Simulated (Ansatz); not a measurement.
# Molecular dynamics, with input and output: SiH5BrO (part 5 of 5)

SiH5BrO; RKS r2SCANh-D4/def2-SVP (Ansatz 0.2.0). It belongs to a series of runs on one base structure; here: dynamics from the highest image of the converged band.

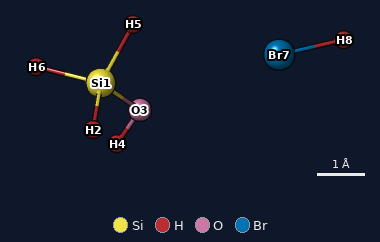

*The geometry at step 173 of the log (ball-and-stick view, seen at a tilt; atoms are numbered from 1 in the order of the input).*

**Trajectory as extended XYZ, continued**
```
8
Properties=species:S:1:pos:R:3:forces:R:3 step=146 time_fs=73.0 energy=-80038.21077 temperature=1666.8
Si    0.0070   -0.4461   -0.4088    0.0436  -0.9840   0.9426
H    -0.4199   -1.3480    0.8433    0.3666   0.8533  -1.1963
O     1.6577   -0.1772   -0.4499   -0.5037   0.3685   0.1048
H     2.2426   -0.8826   -0.7151    0.1324  -0.2956  -0.0656
H    -0.6290    0.8874   -0.2992   -0.0620  -0.0718  -0.0525
H    -0.4163   -1.1553   -1.6637   -0.0645   0.0696   0.1634
Br    1.3724    2.4053    1.4344    0.0975   0.0828   0.3020
H     1.2743    2.9909    2.7336   -0.0098  -0.0229  -0.1984
8
Properties=species:S:1:pos:R:3:forces:R:3 step=148 time_fs=74.0 energy=-80038.21990 temperature=1678.7
Si    0.0028   -0.4617   -0.4176    0.0563  -0.7885   0.7862
H    -0.4185   -1.3826    0.8041    0.3071   0.8186  -1.0524
O     1.6498   -0.1759   -0.4479   -0.6235   0.5396   0.2069
H     2.2227   -0.8830   -0.7161    0.3730  -0.5044  -0.1488
H    -0.6304    0.8766   -0.3138   -0.0881  -0.1314  -0.0011
H    -0.3968   -1.1511   -1.6871   -0.1070   0.0216   0.1214
Br    1.3749    2.4102    1.4380    0.0755   0.3540   0.8324
H     1.3153    3.0604    2.7376    0.0068  -0.3094  -0.7445
8
Properties=species:S:1:pos:R:3:forces:R:3 step=151 time_fs=75.5 energy=-80038.23599 temperature=1699.2
Si   -0.0033   -0.4856   -0.4303    0.1401  -0.3312   0.3154
H    -0.4111   -1.4202    0.7275    0.1349   0.5589  -0.5879
O     1.6373   -0.1734   -0.4448   -0.3548   0.2860   0.1653
H     2.1995   -0.8923   -0.7201    0.3019  -0.2970  -0.0770
H    -0.6340    0.8578   -0.3356   -0.1352  -0.1953   0.0713
H    -0.3695   -1.1444   -1.7203   -0.1622  -0.0461   0.0467
Br    1.3787    2.4176    1.4437    0.1048   0.6833   1.3089
H     1.3768    3.1583    2.7292   -0.0295  -0.6587  -1.2426
8
Properties=species:S:1:pos:R:3:forces:R:3 step=153 time_fs=76.5 energy=-80038.24126 temperature=1705.8
Si   -0.0074   -0.5016   -0.4387    0.2488   0.0908  -0.1700
H    -0.4044   -1.4383    0.6687   -0.0375   0.2267  -0.1130
O     1.6286   -0.1716   -0.4426    0.0128  -0.1209   0.0446
H     2.1878   -0.9023   -0.7238    0.0653   0.0850   0.0654
H    -0.6380    0.8431   -0.3494   -0.1721  -0.2150   0.1166
H    -0.3532   -1.1405   -1.7417   -0.1885  -0.0803   0.0030
Br    1.3813    2.4226    1.4477    0.1439   0.7961   1.3815
H     1.4175    3.2162    2.7093   -0.0727  -0.7824  -1.3281
8
Properties=species:S:1:pos:R:3:forces:R:3 step=155 time_fs=77.5 energy=-80038.23118 temperature=1692.8
Si   -0.0113   -0.5176   -0.4471    0.3933   0.5885  -0.7580
H    -0.3981   -1.4543    0.6089   -0.2423  -0.2152   0.4502
O     1.6200   -0.1697   -0.4403    0.3342  -0.4945  -0.0639
H     2.1767   -0.9116   -0.7269   -0.1379   0.4337   0.1959
H    -0.6437    0.8263   -0.3621   -0.2118  -0.2159   0.1593
H    -0.3387   -1.1372   -1.7631   -0.2031  -0.1016  -0.0253
Br    1.3838    2.4277    1.4518    0.1793   0.7965   1.2678
H     1.4575    3.2667    2.6769   -0.1117  -0.7915  -1.2260
8
Properties=species:S:1:pos:R:3:forces:R:3 step=157 time_fs=78.5 energy=-80038.20904 temperature=1664.6
Si   -0.0151   -0.5335   -0.4558    0.5390   1.0830  -1.3431
H    -0.3940   -1.4723    0.5534   -0.4406  -0.6820   0.9920
O     1.6116   -0.1682   -0.4381    0.4880  -0.6866  -0.1016
H     2.1644   -0.9168   -0.7282   -0.1940   0.5964   0.2547
H    -0.6514    0.8074   -0.3732   -0.2518  -0.2001   0.1986
H    -0.3261   -1.1350   -1.7847   -0.2049  -0.1094  -0.0321
Br    1.3864    2.4330    1.4561    0.1953   0.6653   0.9834
H     1.4965    3.3096    2.6328   -0.1310  -0.6667  -0.9518
8
Properties=species:S:1:pos:R:3:forces:R:3 step=160 time_fs=80.0 energy=-80038.18778 temperature=1637.6
Si   -0.0205   -0.5565   -0.4697    0.6266   1.4970  -1.8625
H    -0.3962   -1.5126    0.4889   -0.5906  -1.0886   1.4131
O     1.5995   -0.1667   -0.4349    0.3405  -0.5407   0.0106
H     2.1430   -0.9144   -0.7257    0.0541   0.3954   0.1700
H    -0.6675    0.7756   -0.3862   -0.3050  -0.1555   0.2493
H    -0.3109   -1.1336   -1.8176   -0.1856  -0.1006   0.0005
Br    1.3903    2.4409    1.4627    0.1522   0.2065   0.3090
H     1.5527    3.3630    2.5510   -0.0922  -0.2135  -0.2900
8
Properties=species:S:1:pos:R:3:forces:R:3 step=162 time_fs=81.0 energy=-80038.19488 temperature=1646.6
Si   -0.0238   -0.5712   -0.4797    0.5295   1.3813  -1.8151
H    -0.4045   -1.5518    0.4622   -0.5272  -0.9795   1.2866
O     1.5917   -0.1661   -0.4327    0.0700  -0.2422   0.1611
H     2.1290   -0.9077   -0.7219    0.3620   0.0572   0.0346
H    -0.6818    0.7525   -0.3920   -0.3297  -0.1212   0.2756
H    -0.3030   -1.1338   -1.8396   -0.1624  -0.0870   0.0450
Br    1.3929    2.4463    1.4672    0.0732  -0.2192  -0.1889
H     1.5890    3.3955    2.4921   -0.0155   0.2106   0.2011
8
Properties=species:S:1:pos:R:3:forces:R:3 step=164 time_fs=82.0 energy=-80038.21107 temperature=1667.3
Si   -0.0270   -0.5854   -0.4904    0.3213   0.9838  -1.5054
H    -0.4178   -1.6003    0.4477   -0.3495  -0.5905   0.8985
O     1.5839   -0.1657   -0.4305   -0.1859   0.0295   0.2956
H     2.1184   -0.9004   -0.7177    0.6341  -0.2489  -0.0871
H    -0.6993    0.7283   -0.3952   -0.3399  -0.0921   0.2944
H    -0.2966   -1.1349   -1.8612   -0.1357  -0.0724   0.0977
Br    1.3956    2.4516    1.4717   -0.0212  -0.6041  -0.5642
H     1.6251    3.4299    2.4350    0.0768   0.5948   0.5704
8
Properties=species:S:1:pos:R:3:forces:R:3 step=166 time_fs=83.0 energy=-80038.22816 temperature=1689.3
Si   -0.0300   -0.5993   -0.5016    0.0617   0.4609  -1.0812
H    -0.4344   -1.6543    0.4417   -0.1198  -0.0725   0.4089
O     1.5761   -0.1652   -0.4281   -0.2780   0.0874   0.3385
H     2.1138   -0.8955   -0.7144    0.7228  -0.3298  -0.1187
H    -0.7201    0.7031   -0.3955   -0.3314  -0.0759   0.3037
H    -0.2916   -1.1367   -1.8818   -0.1093  -0.0604   0.1478
Br    1.3982    2.4568    1.4761   -0.0809  -0.7794  -0.6830
H     1.6620    3.4699    2.3833    0.1348   0.7697   0.6840
8
Properties=species:S:1:pos:R:3:forces:R:3 step=169 time_fs=84.5 energy=-80038.23994 temperature=1704.1
Si   -0.0345   -0.6200   -0.5190   -0.3004  -0.2309  -0.4886
H    -0.4608   -1.7352    0.4388    0.1981   0.6307  -0.2302
O     1.5640   -0.1645   -0.4241   -0.0323  -0.2979   0.2002
H     2.1192   -0.8930   -0.7111    0.4359   0.0464   0.0330
H    -0.7570    0.6640   -0.3906   -0.2771  -0.0866   0.2962
H    -0.2859   -1.1405   -1.9100   -0.0759  -0.0514   0.1954
Br    1.4022    2.4646    1.4825   -0.0140  -0.4645  -0.3648
H     1.7196    3.5430    2.3171    0.0657   0.4542   0.3587
8
Properties=species:S:1:pos:R:3:forces:R:3 step=171 time_fs=85.5 energy=-80038.22405 temperature=1683.7
Si   -0.0376   -0.6338   -0.5309   -0.4819  -0.5235  -0.1868
H    -0.4765   -1.7826    0.4349    0.3527   0.9484  -0.5144
O     1.5559   -0.1642   -0.4213    0.2281  -0.6508   0.0597
H     2.1285   -0.8915   -0.7087    0.1231   0.4050   0.1782
H    -0.7850    0.6369   -0.3837   -0.2132  -0.1170   0.2751
H    -0.2830   -1.1436   -1.9265   -0.0593  -0.0514   0.1985
Br    1.4048    2.4696    1.4868    0.1278   0.0180  -0.0042
H     1.7589    3.5977    2.2779   -0.0774  -0.0287  -0.0060
8
Properties=species:S:1:pos:R:3:forces:R:3 step=173 time_fs=86.5 energy=-80038.19329 temperature=1644.5
Si   -0.0409   -0.6478   -0.5428   -0.6056  -0.6687   0.0426
H    -0.4888   -1.8209    0.4262    0.4566   1.1310  -0.6818
O     1.5480   -0.1643   -0.4184    0.3933  -0.8730  -0.0356
H     2.1391   -0.8861   -0.7047   -0.1148   0.6357   0.2726
H    -0.8150    0.6086   -0.3742   -0.1316  -0.1593   0.2406
H    -0.2808   -1.1472   -1.9411   -0.0469  -0.0548   0.1755
Br    1.4074    2.4747    1.4910    0.2967   0.5308   0.3101
H     1.7974    3.6521    2.2386   -0.2476  -0.5417  -0.3241
8
Properties=species:S:1:pos:R:3:forces:R:3 step=175 time_fs=87.5 energy=-80038.16864 temperature=1613.1
Si   -0.0444   -0.6620   -0.5547   -0.6694  -0.6831   0.2105
H    -0.4967   -1.8485    0.4110    0.5133   1.1874  -0.7450
O     1.5402   -0.1649   -0.4156    0.3722  -0.8784  -0.0498
H     2.1486   -0.8748   -0.6982   -0.1864   0.6476   0.2791
H    -0.8463    0.5789   -0.3625   -0.0393  -0.2033   0.1937
H    -0.2789   -1.1514   -1.9541   -0.0382  -0.0597   0.1285
Br    1.4101    2.4798    1.4953    0.4481   0.9488   0.5084
H     1.8336    3.7013    2.1962   -0.4003  -0.9594  -0.5255
8
Properties=species:S:1:pos:R:3:forces:R:3 step=178 time_fs=89.0 energy=-80038.17884 temperature=1626.2
Si   -0.0501   -0.6837   -0.5724   -0.6428  -0.4972   0.3428
H    -0.4995   -1.8689    0.3750    0.5138   1.0433  -0.6600
O     1.5290   -0.1667   -0.4113   -0.0317  -0.5118   0.0711
H     2.1600   -0.8470   -0.6836    0.0464   0.2846   0.1340
H    -0.8937    0.5305   -0.3415    0.0993  -0.2465   0.1055
H    -0.2769   -1.1587   -1.9715   -0.0306  -0.0639   0.0267
Br    1.4142    2.4877    1.5018    0.5830   1.2732   0.5750
H     1.8803    3.7573    2.1232   -0.5374  -1.2816  -0.5951
8
Properties=species:S:1:pos:R:3:forces:R:3 step=180 time_fs=90.0 energy=-80038.21546 temperature=1673.1
Si   -0.0542   -0.6984   -0.5841   -0.5337  -0.2457   0.3263
H    -0.4952   -1.8698    0.3430    0.4541   0.7836  -0.4799
O     1.5215   -0.1684   -0.4085   -0.4293  -0.1711   0.1858
H     2.1678   -0.8245   -0.6721    0.3150  -0.0546  -0.0038
H    -0.9243    0.4954   -0.3262    0.1781  -0.2452   0.0405
H    -0.2759   -1.1643   -1.9826   -0.0282  -0.0610  -0.0476
Br    1.4171    2.4932    1.5062    0.5902   1.2590   0.4938
H     1.9053    3.7798    2.0674   -0.5463  -1.2650  -0.5151
8
Properties=species:S:1:pos:R:3:forces:R:3 step=182 time_fs=91.0 energy=-80038.25858 temperature=1728.2
Si   -0.0584   -0.7132   -0.5956   -0.3466   0.1074   0.1988
H    -0.4865   -1.8632    0.3065    0.3423   0.3798  -0.1950
O     1.5138   -0.1701   -0.4055   -0.7293   0.0521   0.2496
H     2.1786   -0.8024   -0.6606    0.4820  -0.2726  -0.0942
H    -0.9532    0.4579   -0.3105    0.2365  -0.2130  -0.0242
H    -0.2752   -1.1705   -1.9941   -0.0270  -0.0509  -0.1132
Br    1.4200    2.4988    1.5107    0.5193   1.0499   0.3414
H     1.9251    3.7902    2.0068   -0.4773  -1.0527  -0.3631
8
Properties=species:S:1:pos:R:3:forces:R:3 step=184 time_fs=92.0 energy=-80038.28514 temperature=1761.9
Si   -0.0628   -0.7280   -0.6071   -0.0899   0.5491  -0.0457
H    -0.4746   -1.8532    0.2682    0.1834  -0.1581   0.1833
O     1.5056   -0.1719   -0.4024   -0.7739   0.0449   0.2162
H     2.1938   -0.7828   -0.6499    0.3971  -0.2541  -0.0898
H    -0.9798    0.4184   -0.2950    0.2694  -0.1500  -0.0839
H    -0.2747   -1.1772   -2.0068   -0.0261  -0.0328  -0.1585
Br    1.4229    2.5046    1.5153    0.3651   0.6478   0.1477
H     1.9403    3.7907    1.9427   -0.3251  -0.6467  -0.1693
8
Properties=species:S:1:pos:R:3:forces:R:3 step=187 time_fs=93.5 energy=-80038.25068 temperature=1717.8
Si   -0.0694   -0.7498   -0.6244    0.3514   1.2337  -0.5269
H    -0.4541   -1.8428    0.2153   -0.0801  -1.0534   0.7952
O     1.4926   -0.1745   -0.3975   -0.4104  -0.2690   0.0345
H     2.2226   -0.7572   -0.6352   -0.1444   0.0846   0.0432
H    -1.0149    0.3568   -0.2733    0.2691  -0.0118  -0.1549
H    -0.2745   -1.1878   -2.0286   -0.0226   0.0082  -0.1710
Br    1.4274    2.5133    1.5221    0.0103  -0.2076  -0.1267
H     1.9581    3.7816    1.8441    0.0265   0.2153   0.1066
8
Properties=species:S:1:pos:R:3:forces:R:3 step=189 time_fs=94.5 energy=-80038.19576 temperature=1648.1
Si   -0.0736   -0.7638   -0.6362    0.5948   1.5020  -0.7546
H    -0.4410   -1.8472    0.1886   -0.1921  -1.4796   1.0586
O     1.4835   -0.1764   -0.3942   -0.1385  -0.4550  -0.0823
H     2.2409   -0.7397   -0.6251   -0.5233   0.2861   0.1229
H    -1.0351    0.3153   -0.2607    0.2419   0.0926  -0.1866
H    -0.2746   -1.1948   -2.0452   -0.0175   0.0415  -0.1396
Br    1.4305    2.5191    1.5266   -0.2261  -0.7408  -0.2252
H     1.9697    3.7769    1.7793    0.2608   0.7532   0.2067
8
Properties=species:S:1:pos:R:3:forces:R:3 step=191 time_fs=95.5 energy=-80038.16762 temperature=1612.3
Si   -0.0777   -0.7772   -0.6481    0.7332   1.4520  -0.7611
H    -0.4296   -1.8656    0.1720   -0.1963  -1.5750   1.0670
O     1.4744   -0.1786   -0.3909   -0.0474  -0.4953  -0.1418
H     2.2543   -0.7195   -0.6138   -0.7143   0.3356   0.1410
H    -1.0530    0.2748   -0.2498    0.2021   0.1905  -0.2059
H    -0.2749   -1.2013   -2.0631   -0.0100   0.0754  -0.0824
Br    1.4335    2.5248    1.5312   -0.3557  -1.0055  -0.2260
H     1.9838    3.7793    1.7164    0.3883   1.0223   0.2093
8
Properties=species:S:1:pos:R:3:forces:R:3 step=193 time_fs=96.5 energy=-80038.18826 temperature=1638.2
Si   -0.0815   -0.7902   -0.6604    0.7630   1.0660  -0.5178
H    -0.4201   -1.8988    0.1654   -0.0971  -1.3030   0.8051
O     1.4652   -0.1810   -0.3878   -0.2169  -0.3710  -0.1342
H     2.2610   -0.6962   -0.6013   -0.6386   0.2118   0.0878
H    -1.0689    0.2361   -0.2409    0.1597   0.2694  -0.2152
H    -0.2752   -1.2072   -2.0818   -0.0007   0.1061  -0.0106
Br    1.4364    2.5304    1.5356   -0.3136  -0.8757  -0.1604
H     2.0015    3.7911    1.6554    0.3442   0.8965   0.1454
8
Properties=species:S:1:pos:R:3:forces:R:3 step=196 time_fs=98.0 energy=-80038.23581 temperature=1698.2
Si   -0.0867   -0.8091   -0.6791    0.7021   0.1588   0.1147
H    -0.4070   -1.9703    0.1685    0.1257  -0.4870   0.1403
O     1.4511   -0.1851   -0.3831   -0.8670   0.0074  -0.0402
H     2.2607   -0.6583   -0.5812   -0.1121  -0.1791  -0.0781
H    -1.0901    0.1829   -0.2314    0.1096   0.3352  -0.2189
H    -0.2758   -1.2140   -2.1097    0.0139   0.1387   0.0949
Br    1.4408    2.5386    1.5423    0.0150  -0.1172  -0.0767
H     2.0335    3.8234    1.5664    0.0128   0.1431   0.0640
8
Properties=species:S:1:pos:R:3:forces:R:3 step=198 time_fs=99.0 energy=-80038.22067 temperature=1678.9
Si   -0.0899   -0.8216   -0.6915    0.6561  -0.4158   0.5415
H    -0.3971   -2.0249    0.1732    0.2438   0.0785  -0.2920
O     1.4411   -0.1878   -0.3801   -1.3020   0.2284   0.0139
H     2.2584   -0.6346   -0.5686    0.2616  -0.4094  -0.1776
H    -1.1028    0.1514   -0.2277    0.0926   0.3412  -0.2199
H    -0.2760   -1.2170   -2.1274    0.0216   0.1485   0.1453
Br    1.4437    2.5441    1.5468    0.2852   0.4739  -0.0858
H     2.0555    3.8477    1.5080   -0.2590  -0.4452   0.0746
8
Properties=species:S:1:pos:R:3:forces:R:3 step=200 time_fs=100.0 energy=-80038.17113 temperature=1615.7
Si   -0.0928   -0.8342   -0.7037    0.6247  -0.8525   0.8930
H    -0.3849   -2.0789    0.1751    0.3105   0.5372  -0.6272
O     1.4303   -0.1905   -0.3770   -1.4527   0.2953   0.0074
H     2.2585   -0.6147   -0.5575    0.3772  -0.4795  -0.2106
H    -1.1147    0.1232   -0.2261    0.0897   0.3208  -0.2224
H    -0.2760   -1.2185   -2.1437    0.0260   0.1478   0.1695
Br    1.4466    2.5496    1.5512    0.5075   0.9455  -0.1409
H     2.0751    3.8679    1.4502   -0.4829  -0.9145   0.1311
```

This output came from the following input.

**Input**
```yaml
crystal:
  periodic: [false, false, false]
  atoms:
    - { symbol: Si, position_ang: [0.253761, 0.158653, -0.034902] }
    - { symbol: H, position_ang: [-0.37939, 0.041771, 1.550011] }
    - { symbol: O, position_ang: [1.798477, -0.166712, -0.513656] }
    - { symbol: H, position_ang: [1.921173, -1.089468, -0.767389] }
    - { symbol: H, position_ang: [-0.60861, 1.143441, -0.709302] }
    - { symbol: H, position_ang: [-0.394793, -1.192454, -0.166198] }
    - { symbol: Br, position_ang: [1.274914, 2.200644, 1.307078] }
    - { symbol: H, position_ang: [0.130569, 0.797321, 1.679058] }
basis:
  gaussian: { orbitals: def2-SVP }
hamiltonian:
  xc: r2scanh
  dispersion: d4
md:
  timestep: 0.5
  n_steps: 200
  ensemble: nve
  temperature: 100.0
  initial_velocities: maxwell_boltzmann
  seed: 5958
```

Launched with:
```bash
ansatz run input.yaml --threads 2 --pin off --max-ram 3072MiB --backend cpu --events-out ev --progress --plain --runs-dir out
```

**Summary**

| quantity | value |
| --- | --- |
| outcome | finished |
| mean temperature over the second half | 1607 K |
| trajectory | 200 steps, 100 fs |
| ensemble | nve |
| temperature in the input | 100.0 K |
| time step | 0.5 fs |
| potential energy (last step) | −80038.1711 eV |
| mean-field energy (last step) | −80038.1406 eV |
| largest force (length of the vector) (last step) | 1.482 eV/Å |
| hardware | 2 threads of Arm Neoverse V1, 24 GiB of memory available, shared host |
| wall time | 9.8 min (CPU time 19 min) |
| peak memory | 0.2 GiB |

So short a trajectory is not equilibrated.
